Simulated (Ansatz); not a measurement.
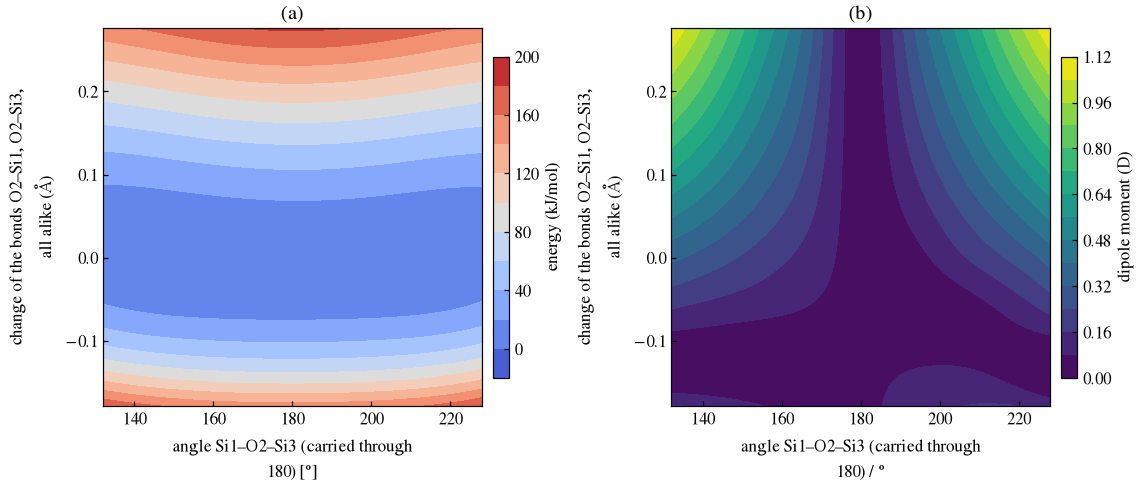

H₆OSi₂, SMILES [SiH3]O[SiH3]. The first coordinate is: angle Si1–O2–Si3 (carried through 180); the second: change of the bonds O2–Si1, O2–Si3, all alike. Nothing is relaxed (all other coordinates rigid). Grid: 9 × 9 points. Points are written as (first, second). Energies are in kJ/mol, from the relaxed molecule at the same level. Method: RKS r2SCAN0-D4/def2-TZVP in Ansatz.

Panel (a) is the energy; panel (b) is the computed dipole moment, in D.

The picture shows filled contours. Between grid points the surface is interpolated.

Question: How does the dipole moment vary over the map, and what is it at the lowest grid point?

Answer: Leaving out the highest fifth of the energies, it runs from 0.01 D at (156°, −0.122 Å) to 0.96 D at (228°, 0.219 Å). At the lowest grid point, (156°, −0.008 Å), it is 0.18 D.

| second ↓, first → | 132 | 144 | 156 | 168 | 180 | 192 | 204 | 216 | 228 |
| --- | --- | --- | --- | --- | --- | --- | --- | --- | --- |
| 0.276 | 1.10 | 0.86 | 0.60 | 0.32 | 0.03 | 0.27 | 0.56 | 0.84 | 1.10 |
| 0.219 | 0.96 | 0.75 | 0.52 | 0.28 | 0.03 | 0.23 | 0.48 | 0.73 | 0.96 |
| 0.162 | 0.80 | 0.63 | 0.44 | 0.24 | 0.03 | 0.18 | 0.40 | 0.60 | 0.81 |
| 0.106 | 0.65 | 0.51 | 0.36 | 0.20 | 0.03 | 0.14 | 0.31 | 0.48 | 0.65 |
| 0.049 | 0.48 | 0.38 | 0.27 | 0.16 | 0.04 | 0.09 | 0.21 | 0.35 | 0.49 |
| −0.008 | 0.32 | 0.25 | 0.18 | 0.11 | 0.04 | 0.04 | 0.12 | 0.22 | 0.33 |
| −0.065 | 0.15 | 0.12 | 0.09 | 0.07 | 0.04 | 0.01 | 0.03 | 0.08 | 0.17 |
| −0.122 | 0.01 | 0.01 | 0.01 | 0.03 | 0.05 | 0.06 | 0.07 | 0.05 | 0.01 |
| −0.179 | 0.17 | 0.13 | 0.08 | 0.01 | 0.05 | 0.11 | 0.15 | 0.17 | 0.14 |
